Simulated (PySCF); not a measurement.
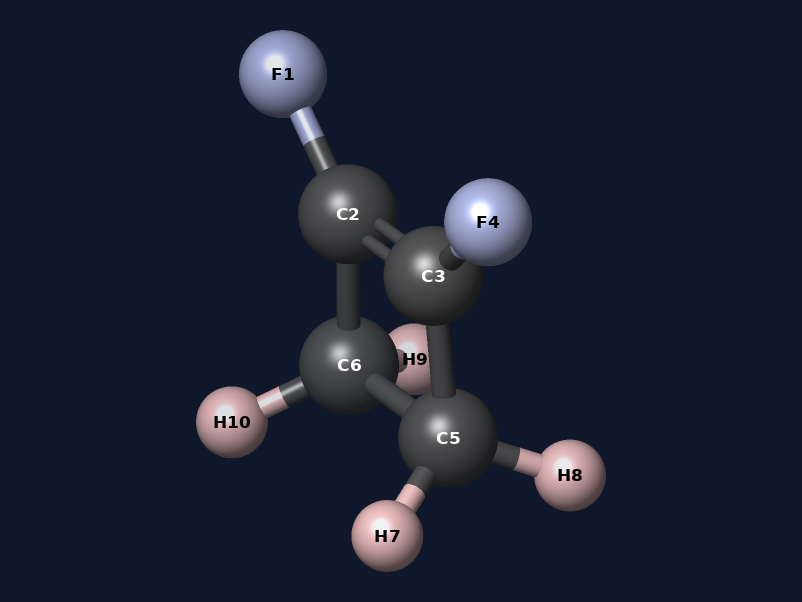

Computed geometry: PBE0-D3(BJ)/def2-SVP optimisation. No frequency run is at hand to confirm it as a minimum. Level of theory: delta-SCF UKS B3LYP, pcX-2 on the ionised atom, pcseg-1 elsewhere, spin-free X2C (PySCF 2.14.0).

Give the core-electron binding energies (to vacuum) of F1 1s, C2 1s, C5 1s.

```csv
atom,level,binding energy (eV)
F1,1s,693.1
C2,1s,293.0
C5,1s,291.6
```
